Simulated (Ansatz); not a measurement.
**Cl3H3Si2 (SMILES Cl[SiH2][SiH](Cl)Cl): density, localisation and related maps**

| atom | x (Å) | y (Å) | z (Å) |
| --- | --- | --- | --- |
| Cl | -0.4587 | 0.1284 | 2.6096 |
| Si | -0.0943 | 0.9208 | 0.7473 |
| Si | 0.2446 | -0.8474 | -0.7441 |
| Cl | -1.4631 | -1.9705 | -0.8480 |
| Cl | 0.6567 | -0.0376 | -2.5838 |
| H | 1.1141 | 1.7780 | 0.8251 |
| H | -1.2668 | 1.7232 | 0.3245 |
| H | 1.3596 | -1.7520 | -0.3864 |

Geometry: PBE0-D4/def2-TZVP.

Method: RKS PBE0-D4/def2-TZVPP (Ansatz).

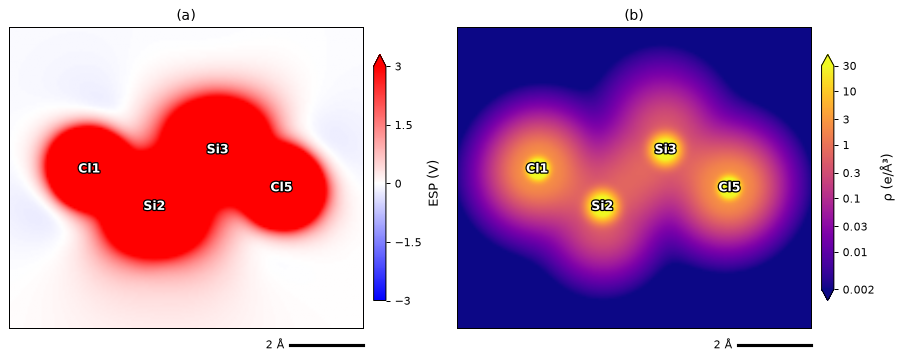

Figure 1. (a) molecular electrostatic potential; (b) electron density on the plane of atoms Si2, Si3 and Cl5.

> Describe what can be read from this map.

- The plane passes through Cl and Si nuclei.
- Si–Cl (2.06 Å): the density is about 0.9 e/Å³ at the midpoint.
- Si–Si (2.34 Å): the density is about 0.67 e/Å³ at the midpoint.
- The potential has no marked negative region in this plane.

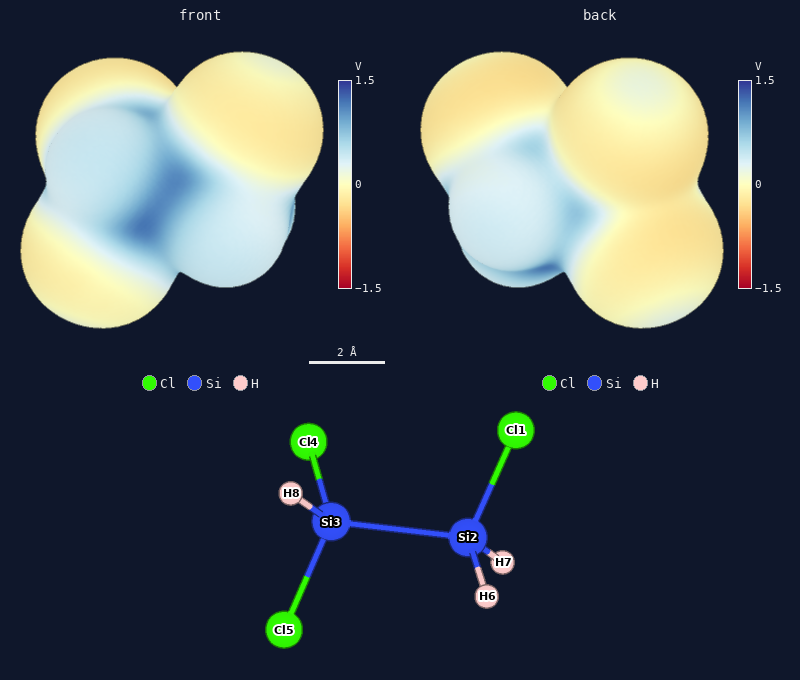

Figure 2. The electrostatic potential painted on the density surface at 0.001 e/bohr³, seen from the front and from behind; red is negative and blue positive. The bare structure is drawn below in the same view.

> Where is the surface potential most negative and most positive?

The most negative region (about −0.3 V) lies over Cl1, Cl4 and Cl5, the most positive (about +1.1 V) over Si2 and Si3.

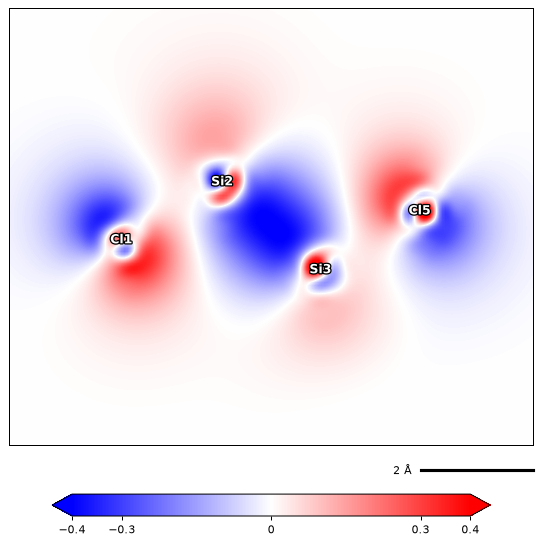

Figure 3. The HOMO on the plane of atoms Cl1, Si2 and Si3 (values in Å⁻³ᐟ²; the overall sign is arbitrary).

> Where does this orbital lie, and at what energy?

It lies mainly on Si2 (about 20 %), Si3 (about 20 %), Cl1 (about 15 %), Cl5 (about 15 %), Cl4 (about 15 %) and H8 (about 5 %). Its energy is −8.24 eV.
